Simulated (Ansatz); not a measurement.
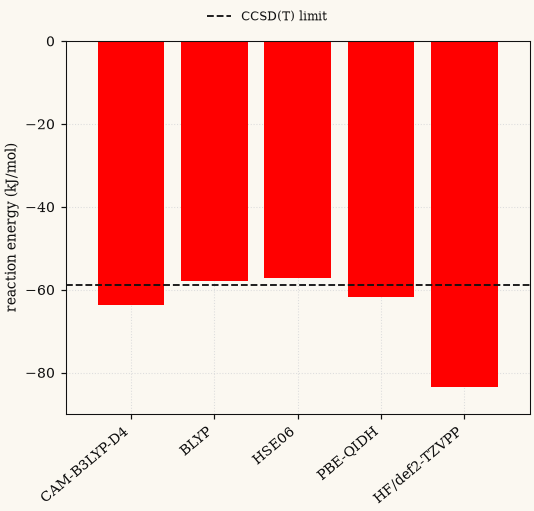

Electronic reaction energy of InGeH₄Cl ([Cl][InH][GeH3]) + HCl (Cl) → InHCl₂ ([Cl][InH][Cl]) + GeH₄ ([GeH4]) (SMILES in brackets) at several levels (functionals in def2-TZVPP unless a basis is named), isolated molecules at PBE0-D4 triple-zeta geometries, minima by their frequencies, no zero-point or thermal terms, the Ansatz code. The line is frozen-core CCSD(T) at the basis limit (MP2 extrapolated from triple and quadruple zeta, plus CCSD(T) less MP2 in a smaller set). PBE-QIDH holds a correlation term that converges slowly with the basis, so part of the distance to the limit is basis error. No dispersion term is added to BLYP, HSE06 and PBE-QIDH. Core potentials past Kr.

**Which level comes closest to the line (CCSD(T) limit), and which misses most?**

Closest BLYP (−58.0 kJ/mol), against −58.9 kJ/mol; farthest HF/def2-TZVPP (−83.4 kJ/mol).

**What do zero-point energy and temperature add?**

Zero-point change 2.6 kJ/mol; at 298.15 K and 1 bar the CCSD(T) limit plus thermal terms gives an enthalpy of reaction of −59.4 and a free energy of −51.6 kJ/mol (harmonic PBE0-D4 modes, ideal gas).

Known limits of this run: no scalar relativity up to krypton; outer-core shells are correlated without core-valence functions, which makes the correlated values less sure; spin-orbit coupling is left out, and with In it can shift these values.
